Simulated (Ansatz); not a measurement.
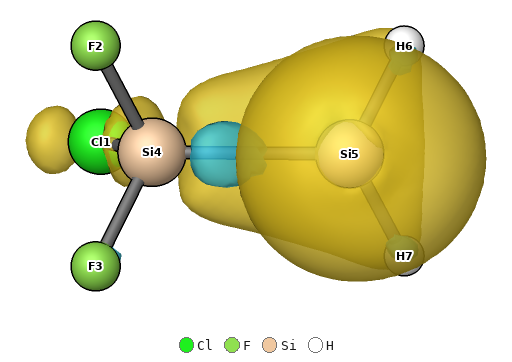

ClF2H2Si2 (SMILES F[Si](F)([SiH2])Cl) (doublet). Isosurfaces of the spin density (α minus β) at +0.015 (yellow) and −0.015 e/Å³ (cyan), seen across its widest extent.

Geometry: B3LYP/6-31G*.

Computed with Ansatz, isolated molecule in a Gaussian basis; Kohn-Sham density functional theory, functional PBE0.

```xyz
7

Cl   -0.2391   -0.5079   -3.1707
F    -1.7908    0.9930   -1.1412
F    -0.1769   -0.7921   -0.2220
Si   -0.3194    0.3781   -1.3090
Si    1.2911    2.0133   -0.9612
H     1.1345    3.1580   -1.8983
H     2.6703    1.4592   -1.0227
```

Question: Which atoms carry the spin?

Answer: The unpaired spin (1 electron) lies mostly on Si5 (about 0.8) and Si4 (about 0.1), in electrons by Hirshfeld's partition.
